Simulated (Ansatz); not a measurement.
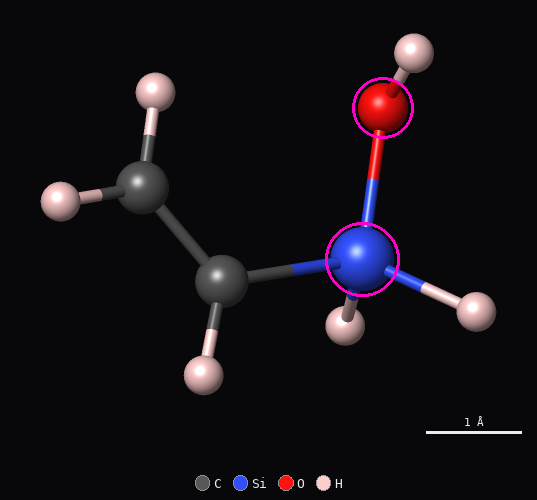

C2H6OSi: the Si3–O4 distance is varied, with all other coordinates relaxed. The picture shows the minimum geometry. The ringed atoms are those of the scanned coordinate. A ball-and-stick model, seen at a tilt.

Computed with Ansatz: r2SCAN-D4, basis def2-TZVPP, on geometries relaxed under the constraint at PBE0-D4/def2-TZVP. Energies are counted from the PBE0-D4/def2-TZVP minimum geometry at the same level.

Input
```yaml
crystal:
  periodic: [false, false, false]
  atoms:
    - {symbol: C, position_ang: [0.469443, 1.339171, -0.818765]}
    - {symbol: C, position_ang: [0.221410, 0.866240, 0.399709]}
    - {symbol: Si, position_ang: [-0.462414, -0.834230, 0.700699]}
    - {symbol: O, position_ang: [-0.544613, -1.704611, -0.697655]}
    - {symbol: H, position_ang: [0.269275, 0.747235, -1.707792]}
    - {symbol: H, position_ang: [0.873451, 2.333713, -0.985839]}
    - {symbol: H, position_ang: [0.435146, 1.506675, 1.255328]}
    - {symbol: H, position_ang: [0.393286, -1.520922, 1.710783]}
    - {symbol: H, position_ang: [-1.852468, -0.765663, 1.214577]}
    - {symbol: H, position_ang: [0.280684, -2.019007, -1.068143]}
basis:
  gaussian: {orbitals: def2-TZVPP}
hamiltonian: {xc: r2scan, dispersion: d4}
```

Q: Give the energy at each point (the distance: 1.352, 1.422, 1.524, 1.643, 1.649, 1.774, 1.916, 2.067, 2.226, 2.391 Å).

A:
```
distance (Å)  ΔE (eV)
       1.352    2.228
       1.422    1.144
       1.524    0.288
       1.643    0.001
       1.649    0.000
       1.774    0.175
       1.916    0.635
       2.067    1.246
       2.226    1.906
       2.391    2.555
```

Of the computed points the lowest is at the distance 1.649 Å, 0.000 eV. The end points stand at 2.228 eV (1.352 Å) and 2.555 eV (2.391 Å). The curvature at the lowest point is about 30 eV/Å² (4.7 mdyn/Å). The well is steeper on the short side, as for any bond.
